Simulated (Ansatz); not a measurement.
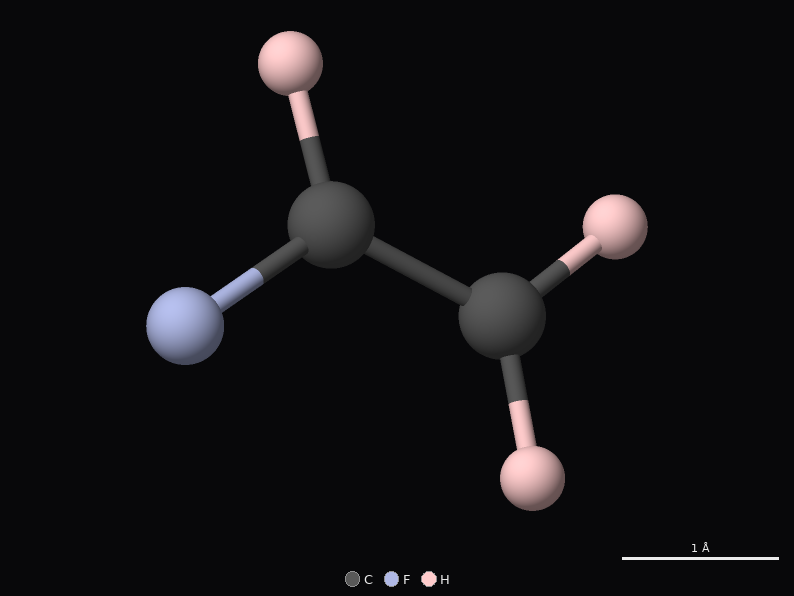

The picture shows a molecular structure as a ball-and-stick model. Every bond is drawn as one stick, whatever its order.

The computed structure is the end point of a PBE0-D4/def2-TZVP optimisation.

Identify the structure.

It has 6 atoms: 2 carbon, 3 hydrogen and 1 fluorine (C2H3F). The point group is Cs. All atoms lie on one plane. Coordination: 2 C trigonal planar.

The parts below concern this one geometry. Atoms keep their numbers from picture to picture.

### Dipole moment

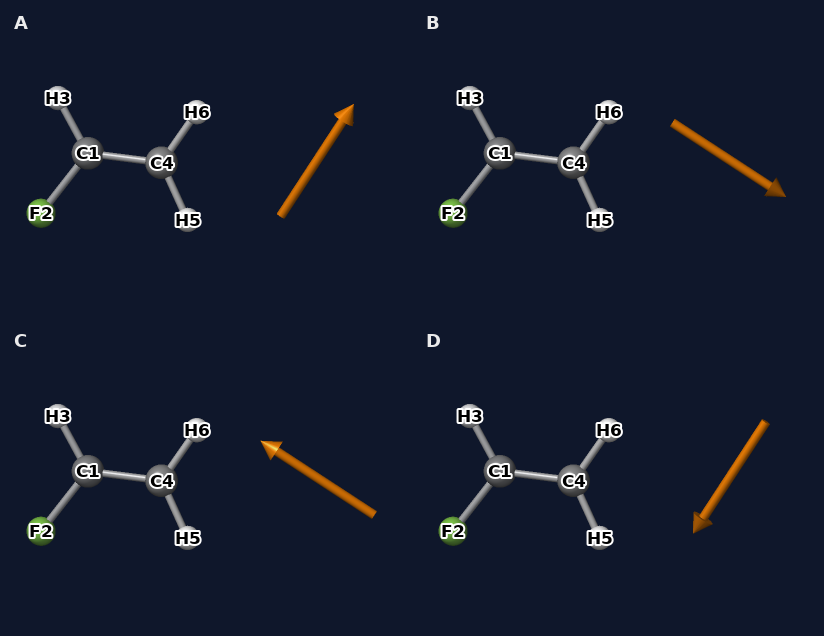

The same molecule four times, each with an arrow. Properties computed with RKS PBE0-D4/def2-TZVP (Ansatz 0.2.0).

Which arrow points along the dipole moment, from the negative to the positive end?

Answer. A. The dipole moment is 1.34 D; it points from the side of F2 to the side of H6 (the outermost atoms at the two ends).

### Vibrations

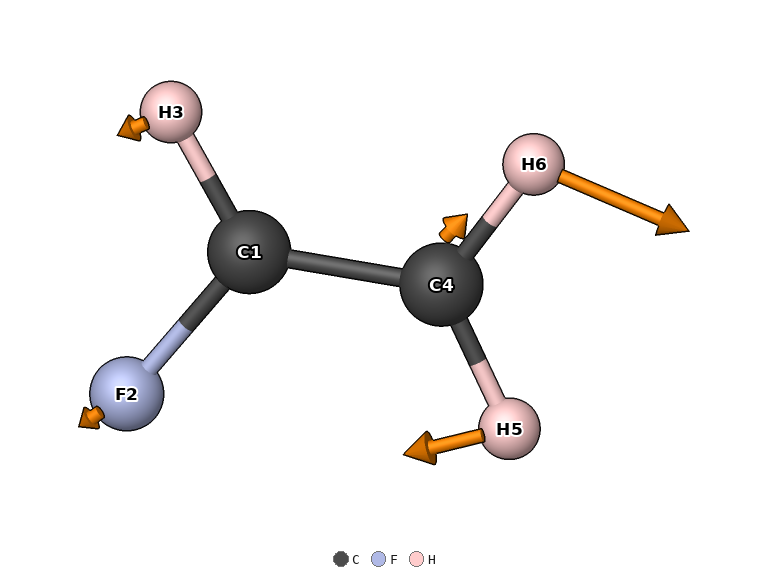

The arrows show one normal mode. Harmonic vibrations computed with RKS PBE0-D4/def2-TZVP (Ansatz 0.2.0) at a stationary point of the same level.

Estimate its harmonic wavenumber.

Answer. 948 cm⁻¹; it is mode 4 of 12 counted from the lowest.

### Electronic properties

Level of theory: RKS PBE0-D4/def2-TZVPP (Ansatz 0.2.0).

Predict the main results.

- HOMO energy (Kohn–Sham orbital): −7.75 eV
- LUMO energy (Kohn–Sham orbital): 0.26 eV
- HOMO–LUMO gap: 8.01 eV
